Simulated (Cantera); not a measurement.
Input: 1 mol Nb₂O₅, 3.3 mol H₂, 3.9 mol H₂O, held at 24.0 Pa.

These are equilibrium values from Cantera (NASA tables, ideal gas, pure condensed phases), not measurements of a reactor. Candidate condensed phases: H₂O, Nb, NbO, NbO₂, Nb₂O₅; 12 gas species. Condensed phases not in the tables: the oxides between NbO₂ and Nb₂O₅. The numbers say what is thermodynamically allowed, not how fast it happens.

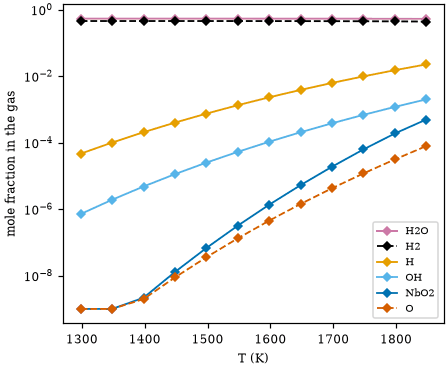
Fig. 1. Equilibrium gas composition (values under 1e-9 drawn at 1e-9)

From 1298 K to 1748 K the condensed part is Nb₂O₅(s). From 1798 K to 1848 K the condensed part is Nb₂O₅(l).
